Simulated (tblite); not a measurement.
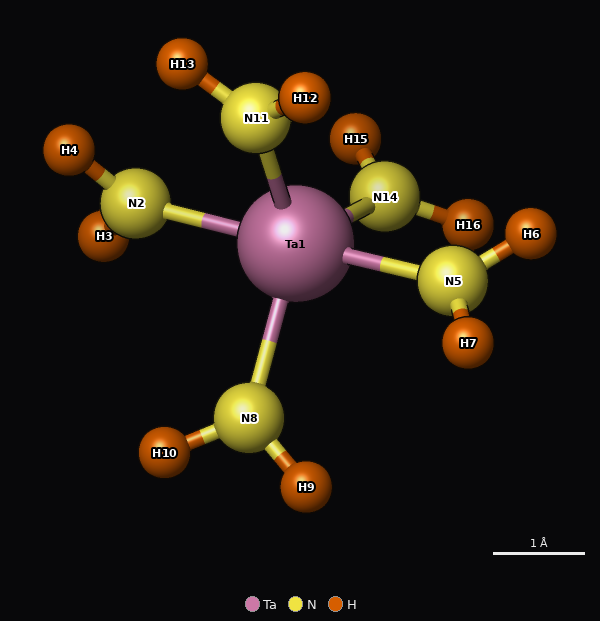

Figure 1. The structure as given in the input (ball-and-stick view, seen at a tilt; atoms are numbered from 1 in the order of the input). Sticks mark near contacts.

## Energy and gradient calculation, with input and output: TaN₅H₁₀

TaN₅H₁₀ (Ta(NH2)5), SMILES [NH2][Ta]([NH2])([NH2])([NH2])[NH2], computed with GFN2-xTB, R-SCC (tblite 0.8.0).

The geometry comes from this level: GFN2-xTB.

## The input (run.py)
```python
"""GFN2-xTB energy and gradient"""
import json
import numpy as np
from tblite.interface import Calculator
from tblite.interface import symbols_to_numbers

symbols = list(map(str, np.loadtxt("input.xyz", skiprows=2, usecols=0, dtype=str, ndmin=1)))
numbers = np.array(symbols_to_numbers(symbols))
positions = np.loadtxt("input.xyz", skiprows=2, usecols=(1, 2, 3), ndmin=2) / 0.52917721

calculator = Calculator("GFN2-xTB", numbers, positions, charge=0, uhf=0)
calculator.set("accuracy", 30)
result = calculator.singlepoint()

print(f"total energy: {result.get('energy') * 627.5095:.8f} kcal/mol")
eps = np.atleast_2d(result.get("orbital-energies")) * 27.211386
occ = np.atleast_2d(result.get("orbital-occupations"))
filled = occ.sum(axis=0) if eps.shape[0] == 1 else occ[0]
homo = np.nonzero(filled > 0.5)[0].max()
print(f"HOMO {eps[0, homo]:.4f} eV")
if homo + 1 < eps.shape[1]:
    print(f"LUMO {eps[0, homo + 1]:.4f} eV, gap {eps[0, homo + 1] - eps[0, homo]:.4f} eV")
mu = result.get("dipole") * 2.541746
print(f"Dipole moment: {np.linalg.norm(mu):.4f} D, components " + " ".join(f"{c:.4f}" for c in mu))
q = result.get("charges")
g = result.get("gradient")
print("atom     charge      dE/dx        dE/dy        dE/dz   (Eh/bohr)")
for i, s in enumerate(symbols):
    print(f"{s:<2}{i + 1:<3} {q[i]:9.4f} {g[i, 0]:12.7f} {g[i, 1]:12.7f} {g[i, 2]:12.7f}")
print(f"gradient norm {np.linalg.norm(g):.6f} Eh/bohr")
out = {k: np.asarray(result.get(k)).tolist() for k in ("energy", "gradient", "charges", "dipole", "orbital-energies", "orbital-occupations")}
out.update(symbols=symbols, positions=(positions * 0.529177210903).tolist())
json.dump(out, open("results.json", "w"))
```

## File input.xyz
```
16
start geometry
Ta     0.003110    -0.019260     0.004740
N     -0.034760     0.113140     2.005390
H      0.305470    -0.591880     2.653510
H     -0.353780     0.881820     2.586000
N      0.029870    -0.059480    -1.999770
H     -0.717190    -0.376710    -2.610790
H      0.727150     0.348860    -2.614830
N      2.020750    -0.029660    -0.028590
H      2.601280    -0.303080    -0.813000
H      2.641230     0.265190     0.716300
N     -1.039700     1.712280     0.002090
H     -1.305170     2.255740    -0.810570
H     -1.388100     2.205240     0.816100
N     -0.965170    -1.786430     0.030920
H     -1.572990    -2.130190     0.765100
H     -0.952000    -2.485570    -0.702580
```

Machine: 1 thread of Intel Xeon @ 2.50GHz (Skylake/Cascade Lake), 189 GiB of memory available, shared host.

Run as:
```bash
python run.py
```

## What the program printed
```
------------------------------------------------------------
  cycle        total energy    energy error   density error
------------------------------------------------------------
      1     -20.99044968939  -2.1199393E+01   2.8965012E-01
      2     -21.33210594030  -3.4165625E-01   1.2925866E-01
      3     -21.49319256399  -1.6108662E-01   1.1315408E-01
      4     -21.54156586069  -4.8373297E-02   5.1017305E-02
      5     -21.55099187895  -9.4260183E-03   1.1859894E-02
      6     -21.55102508920  -3.3210253E-05   7.2040294E-03
      7     -21.55103432322  -9.2340180E-06   2.6380364E-03
      8     -21.55104940709  -1.5083867E-05   7.3893371E-04
      9     -21.55105056052  -1.1534345E-06   1.2909329E-04
------------------------------------------------------------

 total:                                   0.014 sec
total energy: -13523.48896171 kcal/mol
HOMO -9.1160 eV
LUMO -6.5082 eV, gap 2.6079 eV
Dipole moment: 0.0716 D, components -0.0050 -0.0354 -0.0620
atom     charge      dE/dx        dE/dy        dE/dz   (Eh/bohr)
Ta1      0.9312   -0.0002116    0.0001997   -0.0000521
N 2     -0.5055    0.0000540    0.0001071   -0.0000910
H 3      0.1477    0.0000550   -0.0001481    0.0000790
H 4      0.1478   -0.0001061    0.0000167   -0.0000058
N 5     -0.5045    0.0001671   -0.0002043    0.0000759
H 6      0.1481   -0.0001447    0.0000289   -0.0000526
H 7      0.1481    0.0000282    0.0000898    0.0000087
N 8     -0.4842   -0.0000645   -0.0000528   -0.0000109
H 9      0.1565    0.0000617   -0.0000415   -0.0001046
H 10     0.1576    0.0001003    0.0000227    0.0001157
N 11    -0.4871    0.0000802   -0.0001312   -0.0000038
H 12     0.1566   -0.0000737   -0.0000414    0.0000039
H 13     0.1542   -0.0000057    0.0001176    0.0000532
N 14    -0.4826    0.0000450    0.0000152    0.0000319
H 15     0.1583   -0.0000083    0.0000560    0.0000314
H 16     0.1578    0.0000231   -0.0000344   -0.0000790
gradient norm 0.000610 Eh/bohr
```

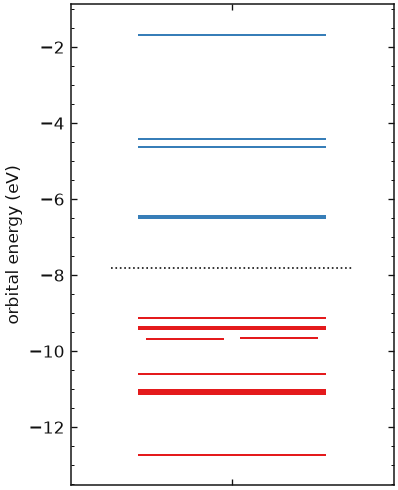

Figure 2. Orbital energies near the frontier; the dotted line parts filled from empty levels, and levels within 0.02 eV of each other stand side by side. Highest filled −9.12 eV, lowest empty −6.51 eV, 2.61 eV apart.

## Summary

- outcome: converged
- total energy: −21.551051 hartree
- basis functions: 39
- largest force: 0.015 eV/Å
- HOMO: −9.12 eV
- LUMO: −6.51 eV
- dipole moment: 0.07 D
- peak memory: 0.069 GiB

## Notes

Settings chosen away from the usual ones: accuracy. These settings are looser than, or depart from, a standard set-up, so the numbers are not reference values for this system.
